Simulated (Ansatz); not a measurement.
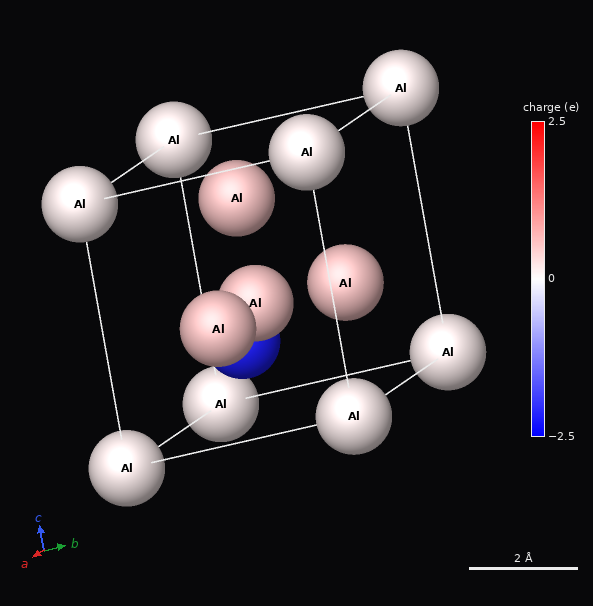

This spheres-only model is shown slightly off an axis. The lines enclose the simulation cell; boundary atoms appear with their images. The atoms of this Al₅As cell are coloured by their Bader charge.

Electronic-structure method: DFT PBE, scalar-relativistic, plane waves, PAW (Ansatz 0.2.0). Parameters: a cutoff energy of 420 eV, 8×8×8 k-mesh, Gaussian smearing of 0.1 eV, no spin polarisation.

### Which atoms are positive and which negative?

Most positive: Al; most negative: As. Charges: about Al +0.1 to +0.5 e; As -2.2 e.

The model was built from a random cell made by a generator, so it need not be a real form of the compound. Earlier steps of the study, as a rule a relaxation of our own, may have changed the cell and positions, so they can lie some per cent off the listed ones. Ansatz was used for an electronic-structure calculation on it.
